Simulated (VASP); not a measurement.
Band structure of Ni3Sn (space group Pmmn). Computed with PBEsol GGA, VASP's PBE PAW potentials (set 64) (plane waves; VASP).

Unless said otherwise, spin-orbit coupling is left out, though it shifts the bands of the heavy elements here.

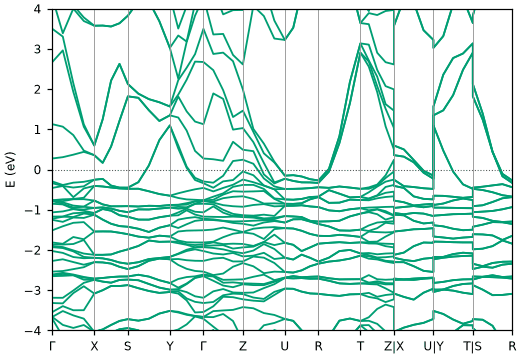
Bands along high-symmetry lines, zero at the valence-band maximum or, without a gap, the Fermi level

### Question
Read the plot: is there a gap, and where are the band edges?

### Answer
It has no gap at this level: it comes out as a metal or semimetal.

The structure comes from a computed database's Ni3Sn entry; how it stands against other phases isn't given here. The cell was not relaxed at this level. The k-mesh is coarse (spacing up to 0.40 per Å, 2π included), so the numbers may not be converged in it. The run is not spin-polarised, so no magnetic state was tried.
